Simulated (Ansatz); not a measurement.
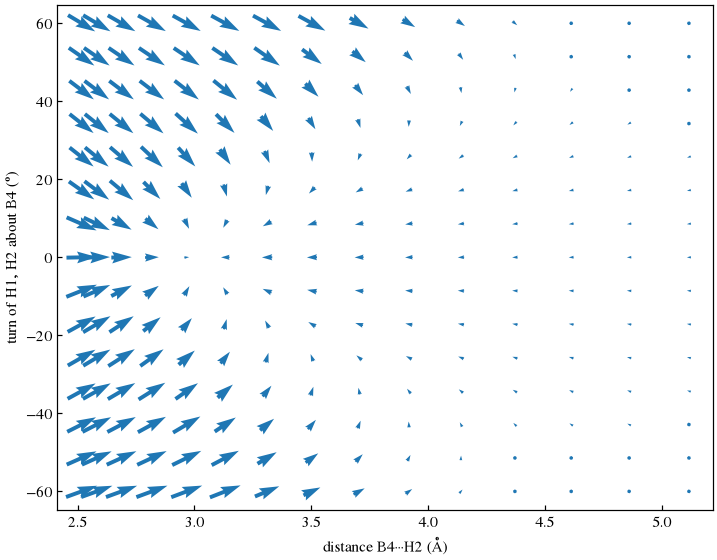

The pair H₂···BF₃. The turn is about an axis along (−0.95, 0.26, 0.20) in the frame of the relaxed pair, normal to the line between the partners. First axis: distance B4···H2. Second axis: turn of H1, H2 about B4. The scan uses a 15 × 15 grid. All numbers below come from RHF/def2-SVPD (Ansatz).

Drawn: arrows along the force (downhill), their lengths compressed.

The arrows alone are given. Where is the energy lowest?

The arrows converge at about distance B4···H2 = 2.997 Å, turn of H1, H2 about B4 = 0° (read from the interpolated surface).

The energy map of the same scan:

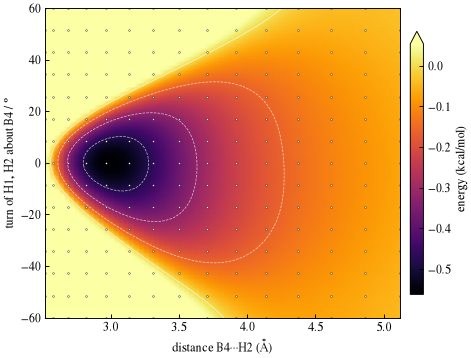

Energies are in kcal/mol, from the two partners far apart, frozen as in the relaxed pair, each in its own basis (no counterpoise correction); between grid points the surface is interpolated.
